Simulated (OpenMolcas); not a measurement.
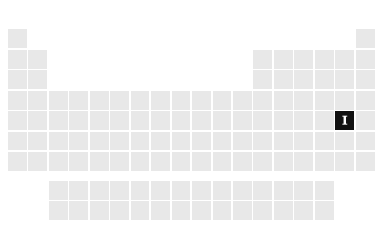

Fig. 1: The place of iodine in the periodic table.

Multiconfigurational calculation, with input and output: I⁺

I⁺. Level asked for: state-averaged CASSCF, active space 4 electrons in the shell 5p, basis ANO-RCC-VDZP, X2C scalar Hamiltonian, spin-orbit coupling by RASSI with atomic mean-field integrals (OpenMolcas).

### Input file
```
&GATEWAY
Coord
1

I 0.0 0.0 0.0
Basis=ANO-RCC-VDZP
Group=XYZ
NoMove
AngMom=0.0 0.0 0.0
AMFI
RX2C
&SEWARD
&RASSCF
FileOrb=start.orb
Symmetry=1
Spin=3
nActEl=5 0 0
Inactive=15 9
Ras2=0 3
CIRoot=3 3 1
SDav=3
CIMx=300
Iter=76 100
PrWF=0.3
OrbListing=Nothing
MaxOrb=0
Atom
>>> COPY $Project.JobIph JOB001
```

The file start.orb holds starting orbitals from an earlier step.

Run as:
```bash
OMP_NUM_THREADS=1 MOLCAS_MEM=2252 MOLCAS_PROJECT=a pymolcas a.inp > a.log  # once for each step of the input, in one work folder
```

### Output (extracts)
```
--- SEWARD ---
Basis set label: I.ANO-RCC...6S5P3D1F.

      Electronic valence basis set:
      ------------------
      Associated Effective Charge  53.000000 au
      Associated Actual Charge     53.000000 au
      Nuclear Model: Point charge

      Shell  nPrim  nBasis  Cartesian Spherical Contaminant
         s      22       6        X
         p      19       5        X
         d      13       3                 X
         f       5       1                 X
RX2C
                  Relativistic X2C integrals
                  Atomic mean-field integrals
--- RASSCF ---

 Nr of active orbitals     NAC=   3
 Spin degeneracy         ISPIN=   3
 There can be no such wave function.
 ************************************************
--- Stop Module: rasscf at  /rc=_RC_INPUT_ERROR_ ---
.####################.
.# User input error #.
.####################.
```

### Outcome

```
quantity                                                                 value
 outcome                                                refused by the program
hardware  1 thread of Arm Neoverse V2, 24 GiB of memory available, shared host
```

### What went wrong

The input is odd on purpose: wrong electron count. The program refused the input; the driver noted: RASSCF spin 3: _RC_INPUT_ERROR_.
